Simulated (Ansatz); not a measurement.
# C4H12N2Si: small, medium and large basis sets

How large a basis does C4H12N2Si need? Two functionals are run in growing sets.

The runs use Ansatz 0.2.0, Gaussian basis; one geometry, several basis sets.

Levels to be run: PBE0-D4/def2-SVP; ωB97M-V/def2-SVP; PBE0-D4/def2-QZVPP; ωB97M-V/def2-QZVPP; the functionals' def2-TZVPP values are taken from earlier runs.

**1. Structure used throughout**

An earlier PBE0-D4 in a triple-zeta def2 set relaxation fixed the geometry.

SMILES `CN(C)[Si]N(C)C`, 19 atoms, charge 0, spin multiplicity 1.

Atoms are counted from 1 here; the program's logs count them from 0.

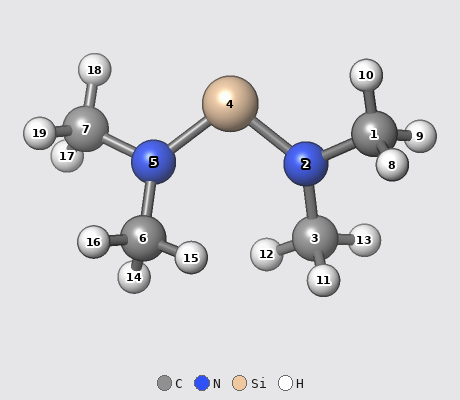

The geometry (carbon grey, nitrogen blue, silicon light orange, hydrogen white); atoms are numbered from 1 in the order of the file.

Geometry (Å):

```xyz
19
C4H12N2Si
C     2.77101   -0.29207   -0.38233
N     1.32726   -0.33915   -0.31880
C     0.82264   -1.67642   -0.12413
Si    0.47919    1.12800   -0.66627
N    -1.09844    0.88526    0.00055
C    -1.52178    0.04773    1.09607
C    -2.15236    1.75180   -0.47801
H     3.22750   -0.55821    0.57992
H     3.15972   -0.98514   -1.13996
H     3.10164    0.71826   -0.63933
H     1.02560   -2.06001    0.88543
H    -0.25165   -1.71428   -0.29786
H     1.30054   -2.36467   -0.83328
H    -2.22316   -0.73671    0.77947
H    -0.66623   -0.42705    1.57391
H    -2.03506    0.65304    1.85445
H    -2.96607    1.18059   -0.94356
H    -1.75765    2.44143   -1.22950
H    -2.58440    2.34349    0.33973
```

**2. PBE0-D4 in def2-SVP**

Input file in.yaml:

```yaml
crystal:
  periodic: [false, false, false]
  atoms:
    - {symbol: C, position_ang: [2.771011, -0.292067, -0.382329]}
    - {symbol: N, position_ang: [1.327259, -0.339148, -0.318803]}
    - {symbol: C, position_ang: [0.822639, -1.676420, -0.124126]}
    - {symbol: Si, position_ang: [0.479190, 1.128000, -0.666267]}
    - {symbol: N, position_ang: [-1.098441, 0.885257, 0.000548]}
    - {symbol: C, position_ang: [-1.521783, 0.047734, 1.096075]}
    - {symbol: C, position_ang: [-2.152362, 1.751802, -0.478013]}
    - {symbol: H, position_ang: [3.227504, -0.558208, 0.579917]}
    - {symbol: H, position_ang: [3.159724, -0.985142, -1.139961]}
    - {symbol: H, position_ang: [3.101636, 0.718262, -0.639325]}
    - {symbol: H, position_ang: [1.025600, -2.060008, 0.885426]}
    - {symbol: H, position_ang: [-0.251650, -1.714282, -0.297857]}
    - {symbol: H, position_ang: [1.300538, -2.364671, -0.833282]}
    - {symbol: H, position_ang: [-2.223162, -0.736714, 0.779467]}
    - {symbol: H, position_ang: [-0.666229, -0.427050, 1.573910]}
    - {symbol: H, position_ang: [-2.035057, 0.653038, 1.854454]}
    - {symbol: H, position_ang: [-2.966068, 1.180592, -0.943563]}
    - {symbol: H, position_ang: [-1.757650, 2.441434, -1.229501]}
    - {symbol: H, position_ang: [-2.584400, 2.343492, 0.339730]}
basis:
  gaussian: {orbitals: def2-SVP}
hamiltonian: {xc: pbe0, dispersion: d4}
output: {orbitals: {seedname: orbitals}}
```

On the command line:

```bash
$ ansatz run in.yaml --threads 2 --pin off --events-out ev --progress --plain --max-ram 32768MiB --backend cpu
```

Further steps of the session: ωB97M-V in def2-SVP; PBE0-D4 in def2-QZVPP; ωB97M-V in def2-QZVPP.

Before running them: what should the planned runs give, taken together? Wanted: PBE0-D4: double and triple zeta above quadruple; ωB97M-V: double and triple zeta above quadruple.

As calculated:

| quantity | value |
| --- | --- |
| PBE0-D4: double and triple zeta above quadruple | 11.58, 0.69 eV |
| ωB97M-V: double and triple zeta above quadruple | 11.99, 0.67 eV |

PBE0-D4 gains 10.89 eV from double to triple zeta, then 0.69 eV more. These are total energies; as a rule much of such shifts cancels in differences, which this series doesn't test. The LUMO of ωB97M-V is positive and keeps falling with the basis (1.64 to 1.03 eV): an unbound level that the basis holds in place.
